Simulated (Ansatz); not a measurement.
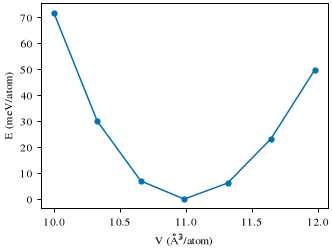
Figure. Fe3Co in space group P4/mmm (No. 123; Fe on 1c, Fe on 2e, Co on 1a) under volume change, PBEsol (plane waves, PAW; program Ansatz), shape and atoms relaxed at each volume.

**Question.** What does a third-order Birch–Murnaghan fit give for V₀, B₀ and B′?

**Answer.** V₀ = 10.99 Å³/atom, B₀ = 213 GPa, B′ = 4.9.

The first step of the workflow began from a Materials Project structure, measured or hypothetical; the Crystallography Open Database copy checked does not list it. Whether it is the stable phase at ambient conditions was not checked. Symmetry was held in the PBEsol relaxation; whether a distortion lowers the energy is not shown. The final state is ferromagnetic, chosen from 5 collinear starts compared on coarse meshes (ties went to the first, and starts can fall back to one state), not a proven ground state.

Potentials: the later of the program's two PAW sets.
